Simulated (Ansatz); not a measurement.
AlNH₆O₃: several calculations on one system

### Relaxation

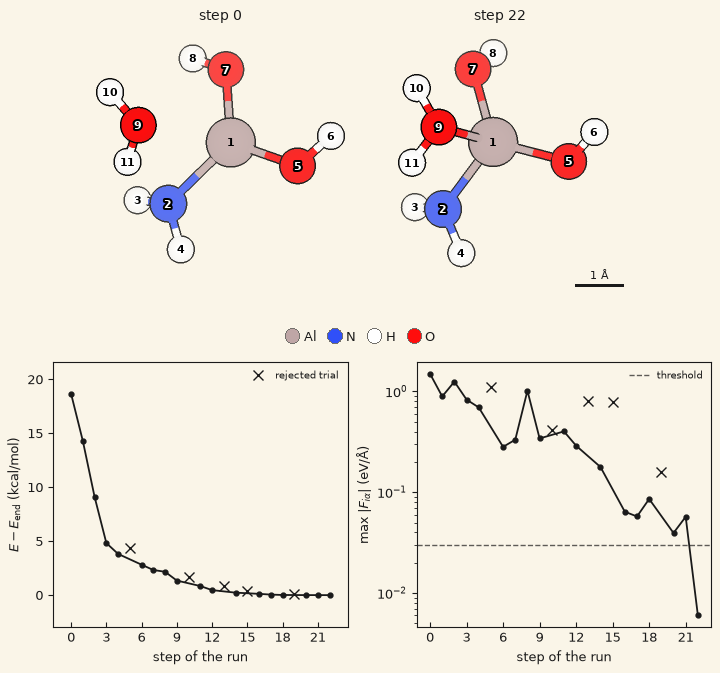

First and last geometry of a relaxation of AlNH6O3, with the history of the run. The picture is a ball-and-stick view, seen at a tilt.

The run prepares an end point of a later path (reaction) calculation, from a guessed geometry.

Computed with RKS CAM-B3LYP-D4/6-31G* in Ansatz. Settings: no spin polarisation; force threshold 0.03 eV/Å; at most 50 steps.

What do the curves and the structures tell?

Answer. It converged. Over 17 accepted moves (22 points after the start) the energy falls by 18.7 kcal/mol. The largest force component goes from 1.5 to 0.006 eV/Å. The line search rejected the trial steps at points 5, 10, 13, 15, 19 of the run. The largest move after the best rigid fit is that of O7, 0.73 Å. By element the largest moves are O 0.73 Å, H 0.66 Å, Al 0.42 Å, N 0.16 Å. Some distances before and after: Al1–O9 2.965 → 1.982 Å, Al1–H11 2.759 → 2.189 Å, Al1–N2 1.873 → 1.825 Å, Al1–O7 1.705 → 1.732 Å. New bonds form, among them: Al1–O9 (2.96 → 1.98 Å). Among the angles between lasting bonds that change: N2–Al1–O7 121.8° → 117.7°, H10–O9–H11 104.4° → 107.6°, N2–Al1–O5 116.8° → 114.6°. Groups turn about Al1–O7 by about 100°, Al1–O5 by about 25°. The run took 35 s on 4 threads of Arm Neoverse V2, with other jobs on the host, peak memory 0.22 GiB.

Limits of the set-up: the start holds two separate molecules, 2.3 Å apart at their closest, whose relative position is a soft coordinate.

### Relaxation

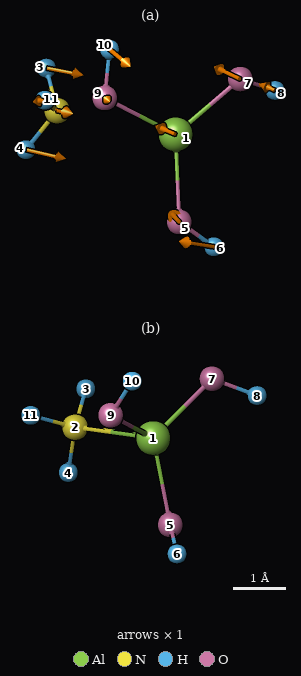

The structure of AlNH6O3 before (top) and after (bottom) a relaxation, at one scale. The orange arrows give the displacements, at their true length.

The picture is a ball-and-stick view, seen at a tilt.

The run prepares an end point of a later path (reaction) calculation, from a guessed geometry.

Level of theory: RKS CAM-B3LYP-D4/6-31G* in Ansatz 0.2.0.

Input
```yaml
crystal:
  periodic: [false, false, false]
  atoms:
    - { symbol: Al, position_ang: [-0.146246, 0.479961, -0.45596] }
    - { symbol: "N", position_ang: [-0.019338, 0.097633, 2.61768] }
    - { symbol: H, position_ang: [-0.780916, -0.019691, 3.279016] }
    - { symbol: H, position_ang: [0.854275, -0.068108, 3.107022] }
    - { symbol: O, position_ang: [1.407659, -0.068747, -0.863204] }
    - { symbol: H, position_ang: [1.572186, -0.946559, -1.218979] }
    - { symbol: O, position_ang: [-1.618679, -0.212215, -0.961391] }
    - { symbol: H, position_ang: [-1.713466, -1.145095, -1.175957] }
    - { symbol: O, position_ang: [-0.243136, 2.049041, 0.314947] }
    - { symbol: H, position_ang: [-1.130329, 2.428879, 0.33725] }
    - { symbol: H, position_ang: [-0.01801, 1.082802, 2.293078] }
basis:
  gaussian: { orbitals: "6-31G*" }
hamiltonian:
  xc: cam_b3lyp
  dispersion: d4
relax:
  f_tol: 0.03
  max_steps: 50
```

Run as
```bash
ansatz run input.yaml --threads 4 --pin off --max-ram 5120MiB --backend cpu --events-out ev --progress --plain --runs-dir out
```

Q: What changed between the two?

A: H6 moves most after the best rigid fit: 0.96 Å. Largest moves by element: H 0.96 Å, O 0.85 Å, Al 0.63 Å, N 0.47 Å. Near-neighbour distances that change, for instance: Al1–N2 3.100 → 2.015 Å, Al1–O5 1.698 → 1.731 Å, Al1–O9 1.751 → 1.730 Å, N2–H11 1.037 → 1.018 Å. New bonds form, among them: Al1–N2 (3.10 → 2.01 Å). Among the angles between lasting bonds that change: O5–Al1–O7 126.1° → 117.6°, Al1–O7–H8 123.0° → 117.4°, Al1–O5–H6 122.7° → 118.0°. Groups turn about Al1–O5 by about 145°, Al1–O7 by about 55°, Al1–O9 by about 30°. The energy falls by 27.0 kcal/mol in 14 accepted moves (16 points after the start). The largest force component goes from 0.98 to 0.012 eV/Å. The line search rejected the trial steps at points 12, 15 of the run. The forces were under the threshold at step 11, but the run went on from there. Cost: 26 s on 4 threads of Arm Neoverse V2 (shared host), peak memory 0.22 GiB.

Limits of the set-up: the start holds two separate molecules, 2.2 Å apart at their closest, whose relative position is a soft coordinate.

### Path

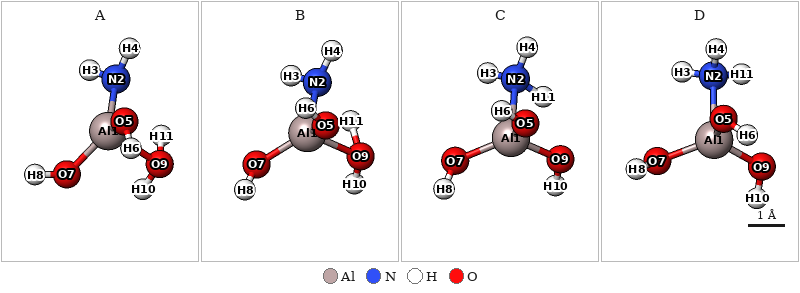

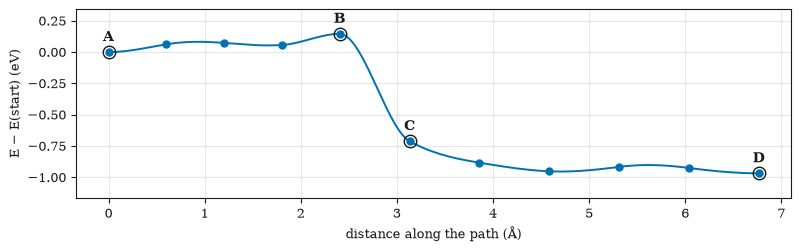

A search for the minimum-energy path of AlNH₆O₃ by the nudged elastic band. Images are numbered from 0 (start) to 10 (end). Frames A to D are images 0, 4, 5, 10. The picture is a ball-and-stick view, seen from a free direction.

Computed with RKS CAM-B3LYP-D4/6-31G* in Ansatz. Set-up: 9 movable images; climbing image; force threshold 0.05 eV/Å; iteration limit 60; starting path through a guess of the saddle point.

Q: Read off the barrier and say what moves.

A: The energy climbs by 0.15 eV to image 4 and then falls by 1.11 eV, so the end point sits at −0.97 eV. The profile has 3 maxima (images 2, 4, 8) with a dip at image 7 (−0.95 eV), so the process runs in steps. The path has more than one stage, and so few images may leave a stage unresolved. Breaking: O9–H11 (0.99 → 1.14 at the top → 2.75 Å). Forming: N2–H11 (2.08 → 1.45 at the top → 1.02 Å). The band converged in 30 iterations. The largest component of the band force went from 35 to 0.043 eV/Å. The climbing image converged on the top of the path. Its vibrational analysis gives one imaginary mode (817i cm⁻¹), as a transition state must have.

Cost: 5.9 min on 4 threads of Arm Neoverse V2, with other jobs on the host, peak memory 0.22 GiB.
